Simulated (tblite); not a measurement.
## C$_{6}$H$_{6}$N$_{2}$O: saddle-point search

The run: saddle-point search of C$_{6}$H$_{6}$N$_{2}$O, SMILES CNC(=O)C#CCC#N. Method and program: GFN2-xTB saddle search (eigenvector following) and harmonic vibrations, gas phase (tblite 0.8.0).

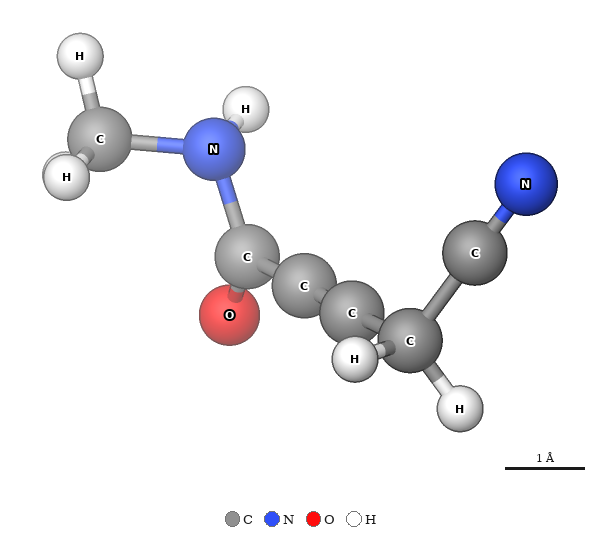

*The starting structure (ball-and-stick view, seen at a tilt).*

Bond lengths as drawn: C–C 1.20 to 1.45 Å, C–H 1.09 to 1.10 Å, C–N 1.14 to 1.46 Å, C–O 1.20 Å and H–N 1.02 Å.

Input:
```
{"job": {"xc": "GFN2-xTB", "basis": "xTB", "kind": "saddle"}, "charge": 0, "multiplicity": 1}
C     -2.706866    -0.239064     0.953741
N     -1.657966     0.671142     0.502226
C     -1.155164     0.311891    -0.790518
O     -1.810029     0.250116    -1.796758
C      0.249437     0.020004    -0.724557
C      1.423824    -0.242220    -0.704820
C      2.842209    -0.521085    -0.618038
C      3.471817     0.401615     0.303363
N      3.971826     1.128395     1.027502
H     -3.551750    -0.306709     0.256529
H     -3.064871     0.107294     1.921243
H     -2.271023    -1.231386     1.076049
H     -2.040721     1.612883     0.449766
H      2.991465    -1.542964    -0.251067
H      3.307814    -0.419914    -1.604662
```

The first line tells a small driver script what to run in tblite; the rest is the geometry in Å.

Machine: 1 CPU thread, shared host.

Launch command:
```bash
OMP_NUM_THREADS=1 python <driver script> task.json out
```

The program's output:
```
step      E/eV     max force
  0    -698.94179   0.0266
  1    -698.94220   0.1673
  2    -698.94234   0.0457
  3    -698.94250   0.0495
  4    -698.94263   0.0416
  5    -698.94267   0.1149
  6    -698.94273   0.0111
  7    -698.94282   0.0303
  8    -698.94277   0.0035
lowest wavenumbers (cm-1): -209.6 6.7 56.2 93.3 132.8 192.8
```

Trajectory as extended XYZ (Å, eV, eV/Å), 9 frames, from step=0 to step=8:
```
15
Properties=species:S:1:pos:R:3:forces:R:3 step=0 energy=-698.94179
C    -2.7069   -0.2391    0.9537   -0.0190   0.0000  -0.0010
N    -1.6580    0.6711    0.5022   -0.0070  -0.0180  -0.0010
C    -1.1552    0.3119   -0.7905   -0.0110   0.0040  -0.0040
O    -1.8100    0.2501   -1.7968   -0.0070  -0.0030   0.0140
C     0.2494    0.0200   -0.7246    0.0080   0.0080  -0.0090
C     1.4238   -0.2422   -0.7048   -0.0080   0.0120   0.0210
C     2.8422   -0.5211   -0.6180   -0.0030   0.0010   0.0020
C     3.4718    0.4016    0.3034    0.0100  -0.0150  -0.0050
N     3.9718    1.1284    1.0275   -0.0030   0.0020  -0.0040
H    -3.5517   -0.3067    0.2565    0.0170  -0.0090   0.0160
H    -3.0649    0.1073    1.9212   -0.0020  -0.0070  -0.0120
H    -2.2710   -1.2314    1.0760   -0.0070   0.0250  -0.0060
H    -2.0407    1.6129    0.4498    0.0100   0.0000  -0.0060
H     2.9915   -1.5430   -0.2511    0.0120   0.0070  -0.0170
H     3.3078   -0.4199   -1.6047    0.0100  -0.0090   0.0130
15
Properties=species:S:1:pos:R:3:forces:R:3 step=1 energy=-698.94220
C    -2.7004   -0.2257    0.9688   -0.0080  -0.0120  -0.0010
N    -1.6703    0.6897    0.4838   -0.0190   0.0070  -0.0210
C    -1.1620    0.2940   -0.7963   -0.0240   0.0000  -0.0300
O    -1.8175    0.1908   -1.7996    0.0320   0.0060   0.0550
C     0.2471    0.0224   -0.7256   -0.0070   0.0000  -0.0040
C     1.4239   -0.2292   -0.7049    0.0050  -0.0020   0.0010
C     2.8444   -0.5038   -0.6341    0.0370  -0.0070   0.0160
C     3.4752    0.3683    0.3365    0.0490   0.0560   0.0630
N     3.9754    1.0576    1.0981   -0.0740  -0.1010  -0.1110
H    -3.5376   -0.3467    0.2686    0.0310   0.0020   0.0310
H    -3.0749    0.1542    1.9177    0.0040  -0.0130  -0.0260
H    -2.2400   -1.2007    1.1381   -0.0170   0.0450  -0.0090
H    -2.0732    1.6213    0.3937    0.0100  -0.0360   0.0040
H     3.0014   -1.5465   -0.3290   -0.0050   0.0590  -0.0170
H     3.3085   -0.3457   -1.6156   -0.0150  -0.0060   0.0480
15
Properties=species:S:1:pos:R:3:forces:R:3 step=2 energy=-698.94234
C    -2.7069   -0.2356    0.9585   -0.0050  -0.0010   0.0000
N    -1.6679    0.6804    0.4965    0.0010  -0.0040   0.0040
C    -1.1577    0.3085   -0.7894    0.0040   0.0020   0.0070
O    -1.8100    0.2307   -1.7960   -0.0100  -0.0030  -0.0110
C     0.2490    0.0261   -0.7193    0.0030   0.0020  -0.0010
C     1.4241   -0.2329   -0.6979   -0.0020   0.0020   0.0050
C     2.8429   -0.5144   -0.6231   -0.0110   0.0020  -0.0020
C     3.4817    0.3858    0.3131   -0.0120  -0.0190  -0.0210
N     3.9884    1.0975    1.0468    0.0200   0.0280   0.0300
H    -3.5431   -0.3331    0.2553    0.0020  -0.0030   0.0010
H    -3.0806    0.1254    1.9141    0.0000  -0.0010  -0.0010
H    -2.2560   -1.2169    1.1063   -0.0010   0.0020   0.0000
H    -2.0624    1.6160    0.4262    0.0010   0.0060  -0.0030
H     2.9941   -1.5443   -0.2821    0.0030  -0.0130   0.0000
H     3.3043   -0.3932   -1.6089    0.0070  -0.0010  -0.0100
15
Properties=species:S:1:pos:R:3:forces:R:3 step=3 energy=-698.94250
C    -2.7056   -0.2303    0.9641   -0.0030  -0.0050   0.0010
N    -1.6729    0.6873    0.4903   -0.0040   0.0020  -0.0060
C    -1.1599    0.3011   -0.7905   -0.0070  -0.0010  -0.0100
O    -1.8120    0.2058   -1.7963    0.0100   0.0010   0.0170
C     0.2486    0.0274   -0.7182   -0.0030   0.0000  -0.0020
C     1.4247   -0.2277   -0.6985    0.0010  -0.0010   0.0000
C     2.8443   -0.5072   -0.6303    0.0100  -0.0020   0.0040
C     3.4837    0.3731    0.3253    0.0160   0.0180   0.0200
N     3.9914    1.0689    1.0746   -0.0230  -0.0300  -0.0320
H    -3.5369   -0.3494    0.2580    0.0090   0.0010   0.0100
H    -3.0880    0.1449    1.9111    0.0020  -0.0050  -0.0090
H    -2.2455   -1.2045    1.1328   -0.0060   0.0150  -0.0020
H    -2.0746    1.6191    0.4055    0.0030  -0.0090   0.0010
H     2.9982   -1.5453   -0.3134   -0.0010   0.0160  -0.0050
H     3.3046   -0.3633   -1.6145   -0.0040  -0.0010   0.0130
15
Properties=species:S:1:pos:R:3:forces:R:3 step=4 energy=-698.94263
C    -2.7000   -0.2238    0.9705    0.0050   0.0080  -0.0040
N    -1.6711    0.6904    0.4819   -0.0010  -0.0040  -0.0020
C    -1.1622    0.2914   -0.7965   -0.0050   0.0000  -0.0040
O    -1.8176    0.1843   -1.7988    0.0050   0.0000   0.0090
C     0.2471    0.0219   -0.7258    0.0020   0.0000   0.0000
C     1.4242   -0.2284   -0.7058   -0.0030   0.0010  -0.0010
C     2.8449   -0.5015   -0.6361    0.0130   0.0000   0.0020
C     3.4744    0.3638    0.3396    0.0110   0.0150   0.0130
N     3.9733    1.0491    1.1043   -0.0180  -0.0270  -0.0260
H    -3.5346   -0.3510    0.2707   -0.0070  -0.0010  -0.0060
H    -3.0777    0.1596    1.9154   -0.0020   0.0050   0.0060
H    -2.2382   -1.1951    1.1461    0.0070  -0.0070   0.0010
H    -2.0747    1.6203    0.3888   -0.0020   0.0000   0.0000
H     3.0027   -1.5448   -0.3390    0.0010   0.0140  -0.0040
H     3.3094   -0.3359   -1.6151   -0.0070  -0.0020   0.0160
15
Properties=species:S:1:pos:R:3:forces:R:3 step=5 energy=-698.94267
C    -2.6950   -0.2156    0.9783   -0.0080  -0.0140   0.0080
N    -1.6729    0.6967    0.4725   -0.0060  -0.0020  -0.0100
C    -1.1654    0.2798   -0.8009   -0.0160  -0.0030  -0.0240
O    -1.8239    0.1496   -1.7989    0.0240   0.0040   0.0370
C     0.2462    0.0215   -0.7311   -0.0080   0.0000  -0.0030
C     1.4244   -0.2238   -0.7132    0.0040  -0.0010   0.0010
C     2.8462   -0.4918   -0.6458    0.0180   0.0020   0.0100
C     3.4690    0.3472    0.3574    0.0370   0.0460   0.0510
N     3.9630    1.0114    1.1444   -0.0500  -0.0680  -0.0780
H    -3.5262   -0.3672    0.2775    0.0210   0.0040   0.0230
H    -3.0802    0.1872    1.9134    0.0070  -0.0140  -0.0240
H    -2.2237   -1.1791    1.1788   -0.0170   0.0340  -0.0080
H    -2.0821    1.6229    0.3652    0.0020  -0.0090   0.0010
H     3.0080   -1.5431   -0.3793   -0.0010   0.0240  -0.0060
H     3.3128   -0.2957   -1.6183   -0.0070  -0.0020   0.0220
15
Properties=species:S:1:pos:R:3:forces:R:3 step=6 energy=-698.94273
C    -2.6986   -0.2204    0.9734    0.0000   0.0000   0.0000
N    -1.6726    0.6932    0.4781   -0.0010   0.0000  -0.0010
C    -1.1634    0.2866   -0.7976   -0.0020   0.0000  -0.0020
O    -1.8194    0.1696   -1.7984    0.0020   0.0000   0.0030
C     0.2468    0.0217   -0.7267    0.0000   0.0000   0.0000
C     1.4244   -0.2264   -0.7078    0.0000   0.0000   0.0000
C     2.8456   -0.4972   -0.6398    0.0020   0.0000   0.0010
C     3.4734    0.3570    0.3461    0.0030   0.0040   0.0050
N     3.9714    1.0327    1.1195   -0.0050  -0.0070  -0.0070
H    -3.5319   -0.3572    0.2735    0.0010   0.0000   0.0010
H    -3.0793    0.1703    1.9145    0.0000   0.0000  -0.0010
H    -2.2329   -1.1885    1.1584    0.0000   0.0020   0.0000
H    -2.0791    1.6213    0.3785    0.0000  -0.0010   0.0000
H     3.0055   -1.5434   -0.3554    0.0000   0.0030  -0.0010
H     3.3100   -0.3194   -1.6162   -0.0010   0.0000   0.0030
15
Properties=species:S:1:pos:R:3:forces:R:3 step=7 energy=-698.94282
C    -2.6953   -0.2152    0.9781    0.0000   0.0010   0.0000
N    -1.6730    0.6965    0.4717   -0.0020  -0.0010  -0.0030
C    -1.1652    0.2788   -0.8011   -0.0040  -0.0010  -0.0040
O    -1.8229    0.1502   -1.7994    0.0050   0.0010   0.0080
C     0.2459    0.0188   -0.7306    0.0000   0.0000  -0.0010
C     1.4243   -0.2254   -0.7121    0.0000   0.0000   0.0000
C     2.8464   -0.4918   -0.6446    0.0060   0.0000   0.0020
C     3.4687    0.3486    0.3567    0.0090   0.0110   0.0130
N     3.9625    1.0134    1.1425   -0.0140  -0.0180  -0.0200
H    -3.5300   -0.3607    0.2816    0.0020   0.0000   0.0020
H    -3.0745    0.1832    1.9166    0.0000   0.0000  -0.0020
H    -2.2265   -1.1803    1.1710    0.0000   0.0020   0.0000
H    -2.0823    1.6224    0.3640    0.0000  -0.0030   0.0000
H     3.0095   -1.5421   -0.3772    0.0000   0.0080  -0.0020
H     3.3124   -0.2963   -1.6171   -0.0030  -0.0010   0.0080
15
Properties=species:S:1:pos:R:3:forces:R:3 step=8 energy=-698.94277
C    -2.6973   -0.2183    0.9753    0.0000   0.0000   0.0000
N    -1.6729    0.6945    0.4755    0.0000   0.0000   0.0000
C    -1.1641    0.2834   -0.7989    0.0000   0.0000  -0.0010
O    -1.8207    0.1618   -1.7987    0.0000   0.0000   0.0010
C     0.2464    0.0205   -0.7281    0.0000   0.0000   0.0000
C     1.4244   -0.2260   -0.7094    0.0000   0.0000   0.0000
C     2.8460   -0.4950   -0.6418    0.0010   0.0000   0.0000
C     3.4716    0.3536    0.3502    0.0010   0.0010   0.0020
N     3.9680    1.0248    1.1285   -0.0020  -0.0020  -0.0020
H    -3.5312   -0.3586    0.2767    0.0000   0.0000   0.0000
H    -3.0775    0.1755    1.9153    0.0000   0.0000   0.0000
H    -2.2304   -1.1851    1.1634    0.0000   0.0000   0.0000
H    -2.0805    1.6217    0.3726    0.0000   0.0000   0.0000
H     3.0072   -1.5427   -0.3642    0.0000   0.0010  -0.0010
H     3.3109   -0.3101   -1.6165    0.0000   0.0000   0.0010
```

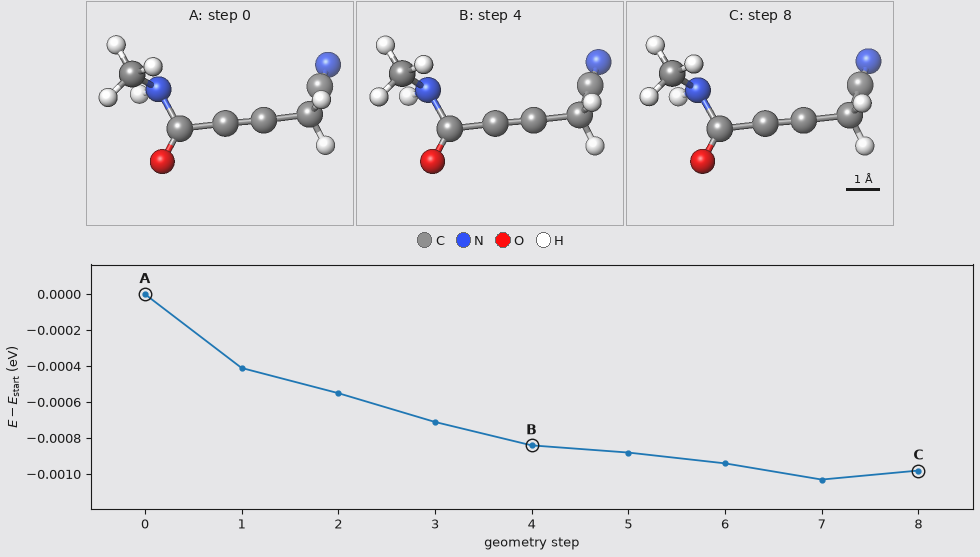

*Frames of the saddle-point search (ball-and-stick view, seen at a tilt) above the curves, on which the letters mark them (steps are counted from 0).*

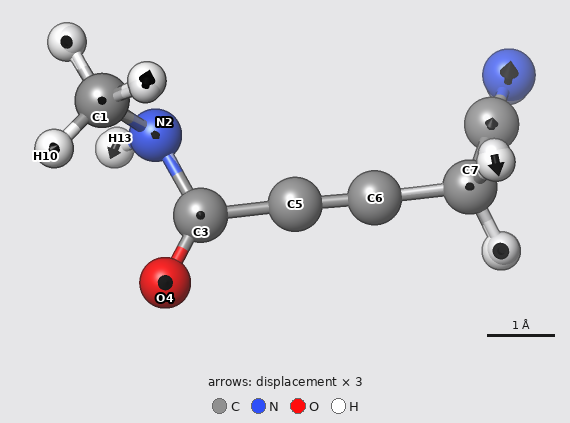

*Start (faint) and end (solid) with the displacements as black arrows, magnified 3 times (ball-and-stick view, seen at a tilt). The two geometries are laid on each other by the best rigid fit.*

N9 moves most after the best rigid fit: 0.14 Å. By element the largest moves are N 0.14 Å, H 0.11 Å, O 0.09 Å, C 0.07 Å. The energy falls by 0.001 eV in 8 geometry steps. The largest force component goes from 0.025 to 0.002 eV/Å. (Atoms are counted from 1 in the order of the input.)

Results in brief:

- outcome: converged
- total energy: −698.9428 eV
- point group: C1
- wall time: 18 s
- peak memory: 0.19 GiB
